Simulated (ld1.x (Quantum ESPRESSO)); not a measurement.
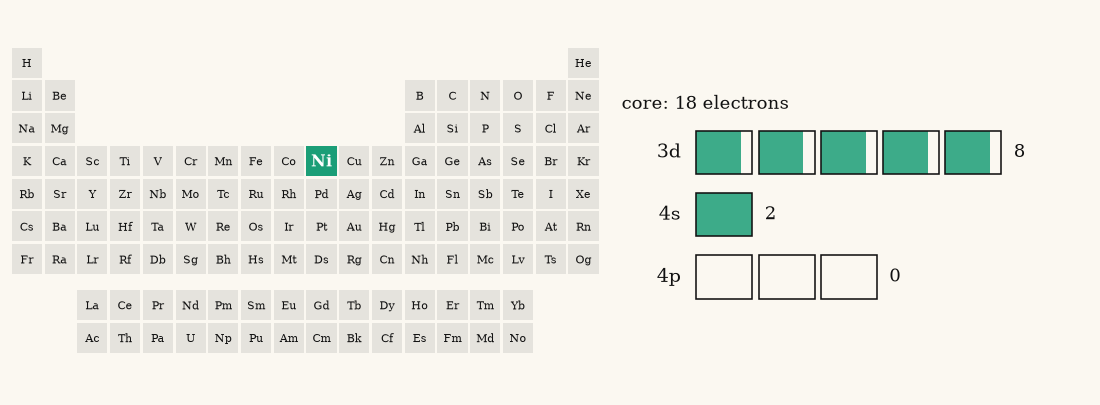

Left, the place of nickel in the periodic table; right, the valence shells of the reference configuration: a box for each of the 2l + 1 orbitals, shaded by the share of the shell that is filled, with the electron count at the right.

**Pseudopotential generation, with input and output: Ni**

System: nickel (Ni, Z = 28), core [Ar], reference valence 3d8 4s2 4p0, valence charge 10.
Method: ultrasoft potential, PBE, scalar-relativistic, made with ld1.x (Quantum ESPRESSO) 7.5.

**Input**
```
&input
   title='Ni', zed=28., rel=1, dft='PBE', iswitch=3,
   config='[Ar] 3d8 4s2 4p0',
   nld=3, rlderiv=3.05, eminld=-3.0, emaxld=5.0, deld=0.02
 /
 &inputp
   pseudotype=3, tm=.true., lloc=-1, rcloc=0.90,
   nlcc=.false.,
   which_augfun='PSQ', rmatch_augfun=0.65,
   file_pseudopw='Ni.UPF', file_wfcaegen='ae.wfc', file_wfcncgen='nc.wfc', file_beta='beta', file_chi='chi', file_wfcusgen='us.wfc'
 /
6
4S  1  0   2.00   0.00  1.95  2.20  0.0
4S  1  0   0.00   0.40  1.95  2.20  0.0
4P  2  1   0.00   0.00  2.35  2.80  0.0
4P  2  1   0.00   3.45  2.35  2.80  0.0
3D  3  2   8.00   0.00  0.90  1.10  0.0
3D  3  2   0.00   2.95  0.90  1.10  0.0
 &test
   configts(1)='3d8 4s2 4p0'
 /
```

Launched with:
```bash
ld1.x < Ni.in > Ni.out
```

**Output**
```
Program LD1 v.7.5
     --------------------------- All-electron run ----------------------------

     Ni
     scalar relativistic calculation

     atomic number is 28.00
     dft =PBE   lsd =0 sic =0 latt =0  beta=0.20 tr2=1.0E-14
     Exchange-correlation= PBE
                           (   1   4   3   4   0   0   0)
     mesh =1195 r(mesh) =  98.77016 a.u. xmin = -7.00 dx = 0.01250
     1 Ry =  13.60569312 eV, c = 137.03599908

     n l     nl                  e(Ry)          e(Ha)          e(eV)
     1 0     1S 1( 2.00)      -603.5861      -301.7930     -8212.2067
     2 0     2S 1( 2.00)       -72.1633       -36.0817      -981.8319
     2 1     2P 1( 6.00)       -62.0831       -31.0415      -844.6830
     3 0     3S 1( 2.00)        -8.1627        -4.0813      -111.0590
     3 1     3P 1( 6.00)        -5.2469        -2.6235       -71.3877
     3 2     3D 1( 8.00)        -0.6522        -0.3261        -8.8739
     4 0     4S 1( 2.00)        -0.4147        -0.2074        -5.6426
     4 1     4P 1( 0.00)        -0.0900        -0.0450        -1.2251

     final scf error:  5.7E-15 reached in  36 iterations

     Etot =   -3041.077413 Ry,   -1520.538706 Ha,  -41375.966038 eV

     Ekin =    3083.311555 Ry,    1541.655777 Ha,   41950.590817 eV
     Encl =   -7298.922555 Ry,   -3649.461277 Ha,  -99306.900411 eV
     Eh   =    1300.991314 Ry,     650.495657 Ha,   17700.888570 eV
     Exc  =    -126.457726 Ry,     -63.228863 Ha,   -1720.545015 eV

     normalization and overlap integrals

     s(1S/1S) =  1.000000  <r> =   0.0541  <r2> =    0.0039  r(max) =   0.0353
     s(2S/2S) =  1.000000  <r> =   0.2449  <r2> =    0.0708  r(max) =   0.2055
     s(2P/2P) =  1.000000  <r> =   0.2153  <r2> =    0.0569  r(max) =   0.1641
     s(3S/3S) =  1.000000  <r> =   0.7400  <r2> =    0.6327  r(max) =   0.6410
     s(3P/3P) =  1.000000  <r> =   0.7785  <r2> =    0.7159  r(max) =   0.6491
     s(3D/3D) =  1.000000  <r> =   1.0109  <r2> =    1.3884  r(max) =   0.6331
     s(4S/4S) =  1.000000  <r> =   2.8073  <r2> =    9.2343  r(max) =   2.2374
     s(4P/4P) =  1.000000  <r> =   4.3854  <r2> =   23.4935  r(max) =   3.1750

     ------------------------ End of All-electron run ------------------------

     --------------------- Generating US pseudopotential ---------------------

      Generating local potential from pseudized AE potential:
      Matching radius rcloc =   0.9000

      Local pseudo, rcloc= 0.898 Estimated cut-off energy=    30.76 Ry
      Wfc-us  4S rcutus= 2.210  Estimated cut-off energy=     9.07 Ry
      Wfc-us  4S rcutus= 2.210  Estimated cut-off energy=    10.47 Ry
      Wfc-us  4P rcutus= 2.767  Estimated cut-off energy=     9.60 Ry
      Wfc-us  4P rcutus= 2.767  Estimated cut-off energy=    20.71 Ry
      Wfc-us  3D rcutus= 1.097  Estimated cut-off energy=    95.26 Ry
      Wfc-us  3D rcutus= 1.097  Estimated cut-off energy=   141.65 Ry

     Q pseudized with Bessel functions
     Expected ecutrho=     904.2149 due to l1=  2   l2=  2

 %%%%%%%%%%%%%%%%%%%%%%%%%%%%%%%%%%%%%%%%%%%%%%%%%%%%%%%%%%%%%%%%%%%%%%%%%%%%%%
     Error in routine chargeps (1):
     negative rho
 %%%%%%%%%%%%%%%%%%%%%%%%%%%%%%%%%%%%%%%%%%%%%%%%%%%%%%%%%%%%%%%%%%%%%%%%%%%%%%

     stopping ...
```

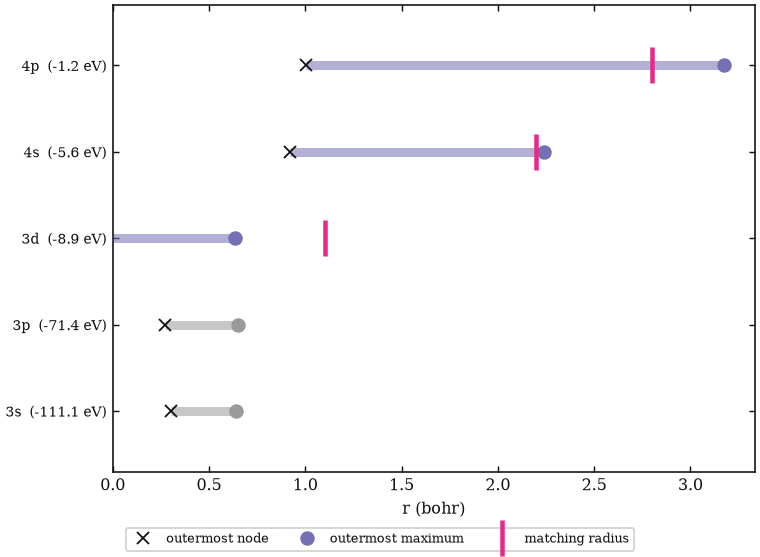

Outer shells of the all-electron reference atom: each bar runs from the outermost node (or the nucleus) to the outermost maximum of u(r); the tick is the radius chosen for the pseudo-wave. Shells without a tick have no pseudo-wave of their own. Levels, nodes and maxima are from ld1.x, scalar-relativistic.

- Radii against the shells: 3d: 1.10 bohr, outside the maximum; 4s: 2.20 bohr, between node and maximum; 4p: 2.80 bohr, between node and maximum.

**What the run reported**

- outcome: ended with an error
- hardware: 1 CPU thread, shared host
- wall time: 1.3 s

**What went wrong**

The generator stopped with the message “chargeps: negative rho”. In words: the spherical valence density built from the smooth waves and the augmentation charge turned negative at some radius.
